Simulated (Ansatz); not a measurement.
## Electronic structure of CH$_{5}$FInN in real space

Input

```
crystal:
  periodic: [false, false, false]
  atoms:
    - { symbol: In, position_ang: [-0.483401, 0.542871, 0.068033] }
    - { symbol: F, position_ang: [0.39716, -1.688422, -2.176515] }
    - { symbol: "N", position_ang: [-1.753486, 0.382044, -1.40552] }
    - { symbol: H, position_ang: [-0.327032, -1.152546, -2.376527] }
    - { symbol: C, position_ang: [0.893624, 0.19018, 1.694449] }
    - { symbol: H, position_ang: [-2.097907, 1.319597, -1.696961] }
    - { symbol: H, position_ang: [0.401128, -0.437934, 2.460721] }
    - { symbol: H, position_ang: [1.790883, -0.320031, 1.296458] }
    - { symbol: H, position_ang: [1.179132, 1.164241, 2.135761] }
basis:
  gaussian: { orbitals: def2-SVP }
hamiltonian:
  xc: revpbe
relax:
  f_tol: 0.03
  max_steps: 50
output:
  orbitals: {}
```

Launched as:

```sh
ansatz run input.yaml --threads 2 --pin off --max-ram 3072MiB --backend cpu --events-out ev --progress --plain --runs-dir out
```

The fields are those of the relaxed geometry.

Core potentials replace the inner electrons of In.

All numbers below come from Ansatz, RKS revPBE/def2-SVP.

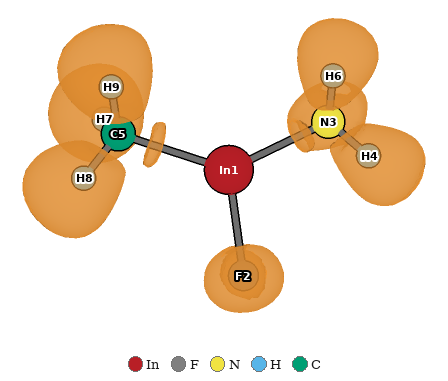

Figure 1. Isosurface of the ELF at 0.8 (orange), seen across its widest extent. Only the valence region is drawn (cores and ρ < 0.01 e/Å³ removed).

> What do the ELF domains correspond to?

At this value the surface marks out three regions around hydrogen nuclei, one lobe of the valence shell of C pointing towards In (polar bonds), one region wrapped around F (its valence shell) and one joined region spread over several atoms (H, N), in which their bonds and any lone pairs are merged. Along the contacts the grid gives the following. In–F (2.01 Å): the ELF peaks at about 0.80 in the valence shell of F, 0.5 Å from its nucleus, and drops to about 0.10 between the two atoms. In–N (2.07 Å): the ELF peaks at about 0.85 in the valence shell of N, 0.6 Å from its nucleus, and drops to about 0.15 between the two atoms.

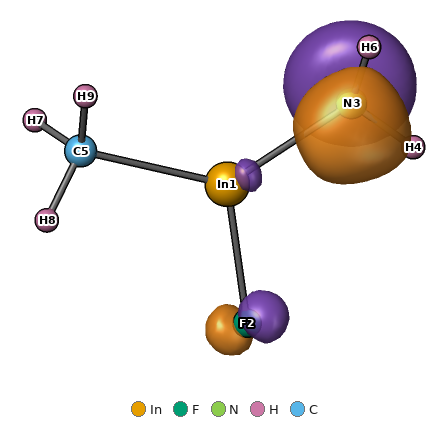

Figure 2. The HOMO at ±0.2 Å⁻³ᐟ² (orange and purple are the two phases), seen at a tilt.

> What is the character of this orbital?

Its weight (Hirshfeld) is mainly on N3 (about 70 %) and In1 (about 10 %); largely a lone pair of N3. Its energy is −5.70 eV.

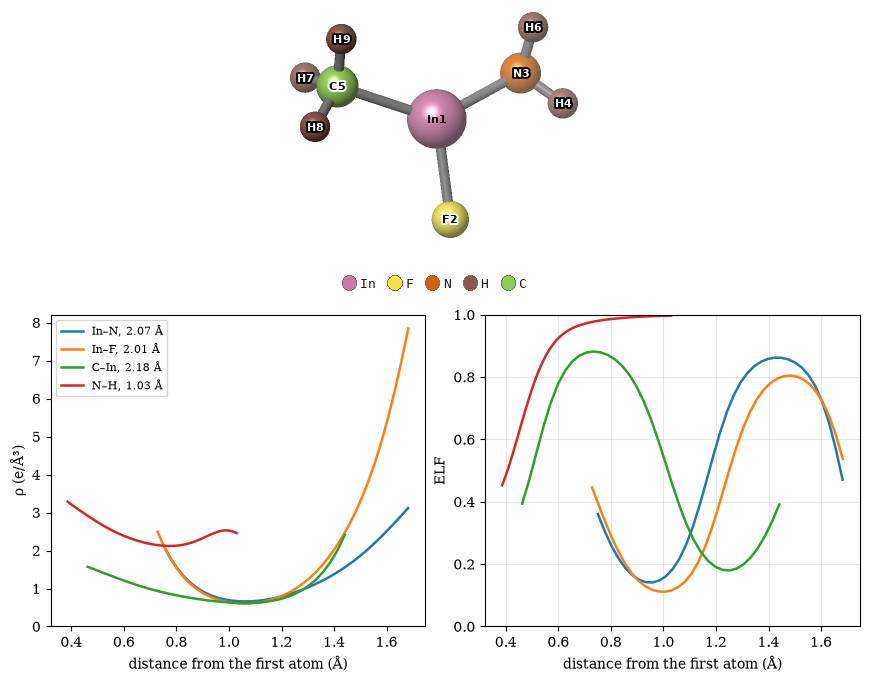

Figure 3. Electron density and electron localisation function along straight lines between neighbouring atoms. The curves leave out the atomic cores. The structure is drawn too.

> Compare the contacts.

In–N (2.07 Å): ρ at the midpoint is about 0.67 e/Å³; the ELF peaks at about 0.85 in the valence shell of N, 0.6 Å from its nucleus, and drops to about 0.15 between the two atoms.
In–F (2.01 Å): the density is about 0.63 e/Å³ at the midpoint; the ELF peaks at about 0.80 in the valence shell of F, 0.5 Å from its nucleus, and drops to about 0.10 between the two atoms.
C–In (2.18 Å): the density is about 0.62 e/Å³ at the midpoint; the ELF peaks at about 0.90 in the valence shell of C, 0.7 Å from its nucleus, and drops to about 0.20 between the two atoms.
N–H (1.03 Å): ρ at the midpoint is about 2.7 e/Å³; the ELF climbs to about 1 towards the hydrogen, as it does in any bond to H; a covalent bond by its length.
